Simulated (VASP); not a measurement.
# LaSi3Rh: structure and properties in VASP, part 3 of 5

Aim: relax LaSi3Rh with LDA, compute its properties on that cell and hold them against experiment. The start is a computed cell from the Materials Project.

VASP 6.6.1; LDA; plane waves and PAW (La, Si, Rh_pv).

So far. Step 3 (Second relaxation): It ends with a largest force of 0.008 eV/Å and a pressure of 0.01 GPa. The volume moved by only 0.09 %, so the volume is settled. Step 4 (Single point with fields (LDA)): In this run the pressure is -0.04 GPa, small enough to go on. The relaxed cell has a = 4.212, c = 9.734 Å (conventional setting).

**5. Band structure (LDA)**

Levels along the symmetry lines show where the bands peak and cross; KPOINTS_OPT computes them in the converged potential.

The input, INCAR:

```
SYSTEM = LaSi3Rh
PREC = Accurate
ENCUT = 400
EDIFF = 1E-06
NELM = 100
ISMEAR = 0
SIGMA = 0.05
LREAL = .FALSE.
ALGO = Normal
GGA = CA
NBANDS = 34
LASPH = .TRUE.
LORBIT = 11
LWAVE = .FALSE.
LCHARG = .FALSE.
KPAR = 4
```

The input, POSCAR:

```
LaSi3Rh
1.0
    0.0000000000     -4.2121934747      0.0000000000
   -4.2121934747      0.0000000000      0.0000000000
    2.1060967374     -2.1060967374     -4.8670640531
La Si Rh
1 3 1
Direct
    0.9997552198      0.0002447802      0.0004895603
    0.4128816538      0.5871183462      0.1742366924
    0.2618107950      0.2381892050      0.4763784102
    0.7618107950      0.7381892050      0.4763784102
    0.6537405265      0.3462594735      0.6925189470
```

The input, KPOINTS:

```
Automatic mesh
0
Gamma
6 6 6
0 0 0
```

The input, KPOINTS_OPT:

```
Line mode
16
Line-mode
Reciprocal
  0.00000000   0.00000000   0.00000000 GAMMA
 -0.50000000  -0.50000000   0.00000000 X

 -0.50000000  -0.50000000   0.00000000 X
 -0.40637485  -0.59362515   0.09362515 Y

 -0.40637485  -0.59362515   0.09362515 Y
  0.00000000  -0.59362515   0.29681257 S

  0.00000000  -0.59362515   0.29681257 S
  0.00000000   0.00000000   0.00000000 GAMMA

  0.00000000   0.00000000   0.00000000 GAMMA
  0.00000000   0.00000000  -0.50000000 Z

  0.00000000   0.00000000  -0.50000000 Z
  0.00000000  -0.40637485  -0.29681257 S1

  0.00000000  -0.40637485  -0.29681257 S1
  0.00000000  -0.50000000   0.00000000 N

  0.00000000  -0.50000000   0.00000000 N
 -0.50000000  -0.50000000  -0.25000000 P

 -0.50000000  -0.50000000  -0.25000000 P
 -0.40637485  -0.40637485  -0.50000000 Y1

 -0.40637485  -0.40637485  -0.50000000 Y1
  0.00000000   0.00000000  -0.50000000 Z

 -0.50000000  -0.50000000   0.00000000 X
 -0.50000000  -0.50000000  -0.25000000 P
```

The projector-augmented-wave data sets are La, Si and Rh_pv (LDA family, release 64).

Launch:

```console
mpirun -np 4 vasp_std
```

The program printed:

```text
[... set-up lines as in an earlier step ...]
 entering main loop
       N       E                     dE             d eps       ncg     rms          rms(c)
DAV:   1     0.236956524382E+03    0.23696E+03   -0.14784E+04  2576   0.120E+03
DAV:   2    -0.106615228453E+02   -0.24762E+03   -0.22022E+03  2146   0.265E+02
DAV:   3    -0.358429305688E+02   -0.25181E+02   -0.23360E+02  2472   0.851E+01
DAV:   4    -0.375761963770E+02   -0.17333E+01   -0.17118E+01  3616   0.208E+01
DAV:   5    -0.376142600337E+02   -0.38064E-01   -0.37946E-01  2672   0.242E+00    0.137E+01
DAV:   6    -0.373753089254E+02    0.23895E+00   -0.83952E+00  2912   0.185E+01    0.588E+00
DAV:   7    -0.367440954396E+02    0.63121E+00   -0.27832E+00  2960   0.122E+01    0.429E+00
DAV:   8    -0.366975490236E+02    0.46546E-01   -0.35100E-01  2768   0.252E+00    0.944E-01
DAV:   9    -0.366840071137E+02    0.13542E-01   -0.71847E-02  3016   0.175E+00    0.316E-01
DAV:  10    -0.366833878244E+02    0.61929E-03   -0.54469E-03  2576   0.446E-01    0.156E-01
DAV:  11    -0.366833197563E+02    0.68068E-04   -0.59202E-04  3288   0.123E-01    0.614E-02
DAV:  12    -0.366833208803E+02   -0.11241E-05   -0.30918E-05  3062   0.275E-02    0.160E-02
DAV:  13    -0.366833206507E+02    0.22963E-06   -0.28581E-06  2176   0.988E-03
   1 F= -.36683321E+02 E0= -.36682414E+02  d E =-.181298E-02
 Start KPOINTS_OPT (optional k-point list driver)
k-point batch [1-30\176]
       N       E                     dE             ncg
DAV:   1     0.333559075003E+04   -0.21661E+05     2656
DAV:   2    -0.403426658988E+04   -0.73699E+04     2086
DAV:   3    -0.476846988299E+04   -0.73420E+03     2580
DAV:   4    -0.481633504354E+04   -0.47865E+02     3616
DAV:   5    -0.481733682838E+04   -0.10018E+01     2864
DAV:   6    -0.481740453418E+04   -0.67706E-01     3632
DAV:   7    -0.481740567944E+04   -0.11453E-02     2864
DAV:   8    -0.481740574182E+04   -0.62375E-04     3360
DAV:   9    -0.481740574380E+04   -0.19860E-05     1928
DAV:  10    -0.481740574397E+04   -0.16860E-06     1808
[...]
k-point batch [151-176\176]
       N       E                     dE             ncg
DAV:   1     0.694970395627E+04   -0.21892E+05     2288
DAV:   2     0.599810022017E+03   -0.63499E+04     1834
DAV:   3    -0.206334532448E+02   -0.62044E+03     2224
DAV:   4    -0.622874205113E+02   -0.41654E+02     3176
DAV:   5    -0.632142306373E+02   -0.92681E+00     2400
DAV:   6    -0.632708264592E+02   -0.56596E-01     3160
DAV:   7    -0.632721719538E+02   -0.13455E-02     2456
DAV:   8    -0.632722688096E+02   -0.96856E-04     3024
DAV:   9    -0.632722733156E+02   -0.45060E-05     1728
DAV:  10    -0.632722734731E+02   -0.15745E-06     1440
```

Run time: 33 s. Hardware: 4 MPI ranks of Intel Xeon 6975P-C (Granite Rapids), shared host; peak memory 0.96 GiB; 2.2 min of CPU time.

Parts of OUTCAR (step 5):

```text
   k-points           NKPTS =     30   k-points in BZ     NKDIM =     30   number of bands    NBANDS=     34

   NELECT =      38.0000    total number of electrons

 E-fermi :  10.2248

 k-point     1 :       0.0000    0.0000    0.0000
  band No.  band energies     occupation
    ...
     14       6.8184      2.00000
     15       7.0539      2.00000
     16       7.5003      2.00000
     17       8.3900      2.00000
     18       8.3900      2.00000
     19      10.4429      0.00000
     20      10.4429      0.00000
     21      11.4775      0.00000
     22      11.6711      0.00000
     23      12.3412      0.00000
    ...

  Total       -0.0170405     -0.0170405     -0.0010296      0.0000000     -0.0000000      0.0000000
  in kB       -0.3161626     -0.3161626     -0.0191036      0.0000000     -0.0000000      0.0000000
  external PRESSURE =      -0.2171429 kB  Pullay stress =       0.0000000 kB

 POSITION                                       TOTAL-FORCE (eV/Angst)
 -----------------------------------------------------------------------------------
     -0.00000     -4.21219     -0.00238        -0.000000      0.000000      0.004597
     -2.10610     -2.10610     -0.84802         0.000000     -0.000000     -0.007688
      0.00000     -2.10610     -2.31856        -0.000000      0.000000      0.003214
     -2.10610     -4.21219     -2.31856        -0.000000      0.000000      0.003214
      0.00000     -4.21219     -3.37053         0.000000     -0.000000     -0.003337
 -----------------------------------------------------------------------------------
    total drift:                               -0.000029      0.000029     -0.000207

  FREE ENERGIE OF THE ION-ELECTRON SYSTEM (eV)
  ---------------------------------------------------
  free  energy   TOTEN  =       -36.6833206507 eV

  energy  without entropy=      -36.6815076686  energy(sigma->0) =      -36.68241416

[... 8 parts as in an earlier step ...]

[... 8 further parts left out ...]
```

Spin-orbit coupling is off here; with elements this heavy it splits and shifts levels by tenths of an eV or more. The cell is typed on its shortest vectors, so the axes of tensors and the coordinates of k-points follow the printed cell and not the standard setting.

This step gave:

| Item | Value |
| --- | --- |
| SCF cycles | 13 |
| bands | 34 |
| pressure | -0.02171 GPa |

The electronic bands at the labelled points (eV, zero at the Fermi level; # counts the bands kept, so #1 is VASP's band 9):

| point | #8 | #9 | #10 | #11 | #12 | #13 | #14 | #15 |
| --- | --- | --- | --- | --- | --- | --- | --- | --- |
| Γ | -2.72 | -1.83 | -1.83 | 0.22 | 0.22 | 1.25 | 1.45 | 2.12 |
| X | -2.81 | -2.73 | -2.16 | -1.93 | 1.87 | 1.99 | 2.19 | 2.40 |
| Y | -2.66 | -2.39 | -2.21 | -1.63 | 1.63 | 2.02 | 2.08 | 2.34 |
| S | -2.66 | -2.11 | -1.28 | -0.36 | 0.54 | 1.71 | 2.02 | 2.08 |
| Γ | -2.72 | -1.83 | -1.83 | 0.22 | 0.22 | 1.25 | 1.45 | 2.12 |
| Z | -2.53 | -2.34 | -0.24 | 0.70 | 0.70 | 1.39 | 1.49 | 1.97 |
| S1 | -2.66 | -2.11 | -1.28 | -0.36 | 0.54 | 1.71 | 2.02 | 2.08 |
| N | -2.65 | -2.23 | -1.41 | -0.55 | -0.06 | 1.46 | 1.79 | 2.23 |
| P | -2.93 | -2.55 | -2.55 | -1.99 | 1.32 | 2.08 | 2.08 | 2.40 |
| Y1 | -2.66 | -2.39 | -2.21 | -1.63 | 1.63 | 2.02 | 2.08 | 2.34 |
| Z | -2.53 | -2.34 | -0.24 | 0.70 | 0.70 | 1.39 | 1.49 | 1.97 |
| jump to X | -2.81 | -2.73 | -2.16 | -1.93 | 1.87 | 1.99 | 2.19 | 2.40 |
| P | -2.93 | -2.55 | -2.55 | -1.99 | 1.32 | 2.08 | 2.08 | 2.40 |

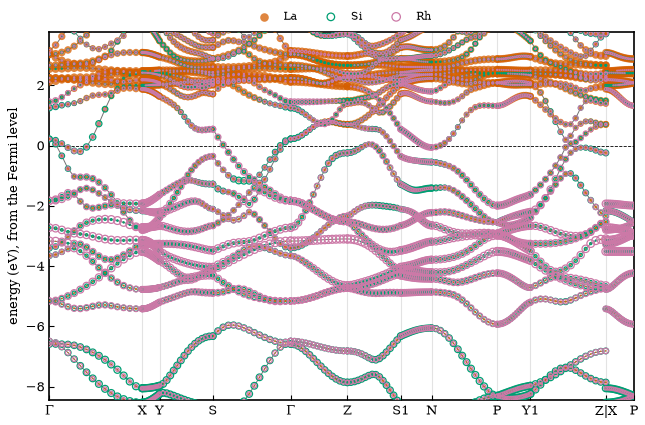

Electronic bands along the path; dots are coloured as in the legend, and their area grows with the weight.

There is no gap at this level.

**6. Density of states (LDA)**

A density of states needs more k-points than a total energy; ISMEAR = -5 takes tetrahedra, and LORBIT projects the states on the PAW spheres. The mesh is finer than in the run before.

INCAR, as its differences from that of step 5:

```diff
@@ -5,3 +5,3 @@
 NELM = 100
-ISMEAR = 0
+ISMEAR = -5
 SIGMA = 0.05
@@ -16 +16,2 @@
 KPAR = 4
+NEDOS = 2001
```

POSCAR is that of step 5.

The input, KPOINTS:

```
Automatic mesh
0
Gamma
9 9 9
0 0 0
```

Launch:

```console
mpirun -np 4 vasp_std
```

The program printed:

```text
[... set-up lines as in an earlier step ...]
 entering main loop
       N       E                     dE             d eps       ncg     rms          rms(c)
DAV:   1     0.232146374807E+03    0.23215E+03   -0.14896E+04  6558   0.120E+03
DAV:   2    -0.110546777893E+02   -0.24320E+03   -0.21674E+03  5364   0.263E+02
DAV:   3    -0.358285038399E+02   -0.24774E+02   -0.23006E+02  6158   0.842E+01
DAV:   4    -0.375859940900E+02   -0.17575E+01   -0.17392E+01  9038   0.209E+01
DAV:   5    -0.376218484668E+02   -0.35854E-01   -0.35783E-01  6928   0.242E+00    0.137E+01
DAV:   6    -0.373731792957E+02    0.24867E+00   -0.81946E+00  7184   0.185E+01    0.586E+00
DAV:   7    -0.367502856847E+02    0.62289E+00   -0.27586E+00  7256   0.122E+01    0.430E+00
DAV:   8    -0.367027353642E+02    0.47550E-01   -0.33875E-01  6992   0.255E+00    0.907E-01
DAV:   9    -0.366918022184E+02    0.10933E-01   -0.61361E-02  7496   0.164E+00    0.313E-01
DAV:  10    -0.366906765700E+02    0.11256E-02   -0.51285E-03  6558   0.448E-01    0.144E-01
DAV:  11    -0.366906061228E+02    0.70447E-04   -0.48884E-04  8200   0.112E-01    0.608E-02
DAV:  12    -0.366906034753E+02    0.26475E-05   -0.25176E-05  7798   0.258E-02    0.169E-02
DAV:  13    -0.366906050508E+02   -0.15755E-05   -0.35927E-06  6336   0.115E-02    0.383E-03
DAV:  14    -0.366906076695E+02   -0.26187E-05   -0.35856E-07  3160   0.388E-03    0.144E-03
DAV:  15    -0.366906090756E+02   -0.14061E-05   -0.12787E-07  2958   0.296E-03    0.461E-04
DAV:  16    -0.366906090651E+02    0.10471E-07   -0.45111E-08  2908   0.187E-03
   1 F= -.36690609E+02 E0= -.36690609E+02  d E =0.000000E+00
 -----------------------------------------------------------------------------
|                                                                             |
|           W    W    AA    RRRRR   N    N  II  N    N   GGGG   !!!           |
|           W    W   A  A   R    R  NN   N  II  NN   N  G    G  !!!           |
|           W    W  A    A  R    R  N N  N  II  N N  N  G       !!!           |
|           W WW W  AAAAAA  RRRRR   N  N N  II  N  N N  G  GGG   !            |
|           WW  WW  A    A  R   R   N   NN  II  N   NN  G    G                |
|           W    W  A    A  R    R  N    N  II  N    N   GGGG   !!!           |
|                                                                             |
|     Tetrahedron method does not include variations of the Fermi             |
|     occupations, so forces and stress will be inaccurate. We suggest        |
|     using a different smearing scheme ISMEAR = 1 or 2 for metals in         |
|     relaxations.                                                            |
|                                                                             |
 -----------------------------------------------------------------------------
```

Wall time 20 s (4 MPI ranks); peak memory 1.1 GiB.

From OUTCAR (step 6):

```text
   k-points           NKPTS =     75   k-points in BZ     NKDIM =     75   number of bands    NBANDS=     34

   NELECT =      38.0000    total number of electrons

 E-fermi :  10.1673

 k-point     1 :       0.0000    0.0000    0.0000
  band No.  band energies     occupation
    ...
     15       7.0430      2.00000
     16       7.4960      2.00000
     17       8.3846      2.00000
     18       8.3846      2.00000
     19      10.4412      0.55978
     20      10.4412     -0.38432
     21      11.4868      0.00000
     22      11.6661      0.00000
     23      12.3333      0.00000
     24      12.4558      0.00000
    ...

  Total        0.0141739      0.0141739      0.2102560      0.0000000      0.0000000     -0.0000000
  in kB        0.2629766      0.2629766      3.9009939      0.0000000      0.0000000     -0.0000000
  external PRESSURE =       1.4756491 kB  Pullay stress =       0.0000000 kB

 POSITION                                       TOTAL-FORCE (eV/Angst)
 -----------------------------------------------------------------------------------
     -0.00000     -4.21219     -0.00238         0.000000     -0.000000     -0.009382
     -2.10610     -2.10610     -0.84802         0.000000     -0.000000     -0.082231
      0.00000     -2.10610     -2.31856        -0.000000      0.000000      0.009773
     -2.10610     -4.21219     -2.31856        -0.000000      0.000000      0.009773
      0.00000     -4.21219     -3.37053        -0.000000      0.000000      0.072067
 -----------------------------------------------------------------------------------
    total drift:                               -0.000029      0.000029     -0.000139

  FREE ENERGIE OF THE ION-ELECTRON SYSTEM (eV)
  ---------------------------------------------------
  free  energy   TOTEN  =       -36.6906090651 eV

  energy  without entropy=      -36.6906090651  energy(sigma->0) =      -36.69060907

[... 6 parts as in an earlier step ...]

[... 10 further parts left out ...]
```

On this mesh force components of up to 0.08 eV/Å appear, so the relaxed positions are not converged with the sampling. With tetrahedra the forces and stress of a metal are not exact derivatives of the energy.

This step gave:

```
SCF cycles             : 16
irreducible k-points   : 75
free energy (TOTEN)    : -36.69 eV
Fermi energy           : 10.17 eV
pressure               : 0.1476 GPa
DOS at the Fermi level : 2.130 states/eV/cell
```

The density of states has structure finer than the step of the table below, so its rows give means over 1 eV, whole bins alone (the curve runs from -12.0 to 2.29 eV). Peaks (eV: height): total -4.8: 5.35, -4.4: 8.16, -2.8: 6.11, 2.2: 16.3; Rh d -4.4: 3.49, -4.1: 2.40, -3.0: 2.97, -2.8: 2.89; Si p -4.8: 0.861, -4.4: 1.19, -4.1: 0.580, -2.1: 0.711; La d -2.8: 0.260, -1.4: 0.371, 2.0: 0.786, 2.2: 0.728.

States under -12.0 eV and over 2.3 eV are left out. Table of density of states by energy, zero at the Fermi level; means over each step; values in states/eV/cell:

| energy (eV) | total | Rh d | La f | Si p | La d | Si s | Rh s |
| --- | --- | --- | --- | --- | --- | --- | --- |
| -11 | 0.587 | 0.00423 | 7.3e-5 | 0.0107 | 0.00158 | 0.209 | 0.0204 |
| -10 | 1.21 | 0.0284 | 6.0e-4 | 0.0439 | 0.0115 | 0.425 | 0.0170 |
| -9 | 0.579 | 0.0241 | 6.0e-4 | 0.0268 | 0.00775 | 0.194 | 0.0232 |
| -8 | 1.52 | 0.112 | 0.00277 | 0.0656 | 0.0243 | 0.512 | 0.0536 |
| -7 | 1.58 | 0.193 | 0.00577 | 0.0761 | 0.0298 | 0.502 | 0.0536 |
| -6 | 0.558 | 0.0895 | 0.00308 | 0.0354 | 0.00831 | 0.159 | 0.0173 |
| -5 | 2.96 | 1.02 | 0.00891 | 0.501 | 0.0567 | 0.0430 | 0.0608 |
| -4 | 4.23 | 2.03 | 0.0131 | 0.519 | 0.0873 | 0.0403 | 0.0982 |
| -3 | 4.23 | 2.18 | 0.0218 | 0.389 | 0.139 | 0.0690 | 0.0342 |
| -2 | 3.34 | 1.02 | 0.0380 | 0.453 | 0.192 | 0.0574 | 0.0337 |
| -1 | 2.36 | 0.474 | 0.0582 | 0.322 | 0.194 | 0.0764 | 0.0167 |
| 0 | 1.64 | 0.264 | 0.107 | 0.236 | 0.133 | 0.0582 | 0.00715 |
| 1 | 1.93 | 0.190 | 0.322 | 0.193 | 0.229 | 0.0596 | 0.0171 |

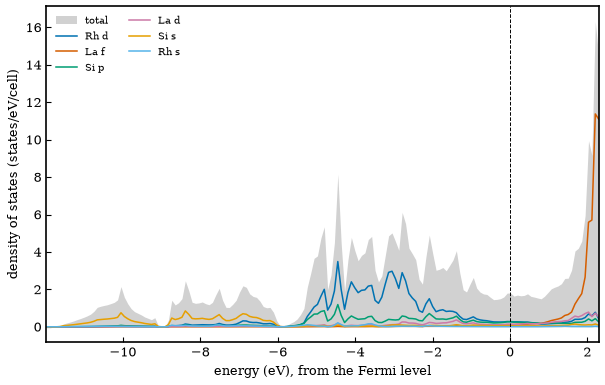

Density of states, plotted against energy.

Force by atom:

| atom | x (eV/Å) | y (eV/Å) | z (eV/Å) | size |
| --- | --- | --- | --- | --- |
| La1 | 0.0000 | 0.0000 | -0.0094 | 0.0094 |
| Si2 | 0.0000 | 0.0000 | -0.0822 | 0.0822 |
| Si3 | 0.0000 | 0.0000 | 0.0098 | 0.0098 |
| Si4 | 0.0000 | 0.0000 | 0.0098 | 0.0098 |
| Rh5 | 0.0000 | 0.0000 | 0.0721 | 0.0721 |

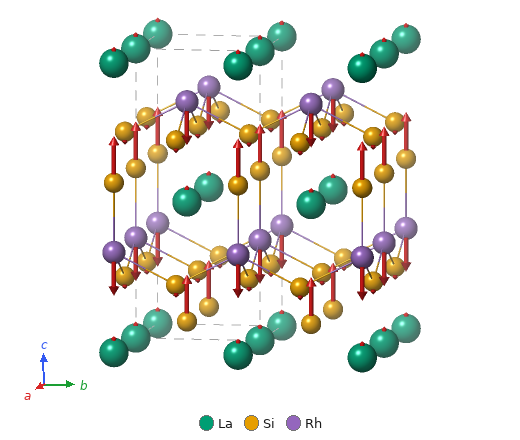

Force as arrows, the longest 0.0822 eV/Å. 2×2×1 conventional cells are drawn. Some periodic images of atoms are drawn too.

The finer mesh and the other smearing move the Fermi level by -0.06 eV from the 6×6×6 run, one measure of the sampling error in the zero of the bands above. Of the states within 0.3 eV of the Fermi level, the largest shares in the PAW spheres are Rh d 16 %, Si p 15 % and La d 8 %. The rest lies in smaller channels or between the spheres.

(Part 3 of 5 ends here.)

[Lines on the potential files, build, host, timing and source positions are cut from VASP's logs without a mark.]

[Logs are printed without paths, hosts, clocks, repeated set-up lines and the standing remarks that a program may print on its own settings, such as how far it seeks lower states.]

[Hosts, paths, dates, database ids (printed as entryN), source tags and the programs' standing remarks are cut or masked in the printed files.]

[A measured line is paired with the nearest computed mode of its activity, which favours agreement.]
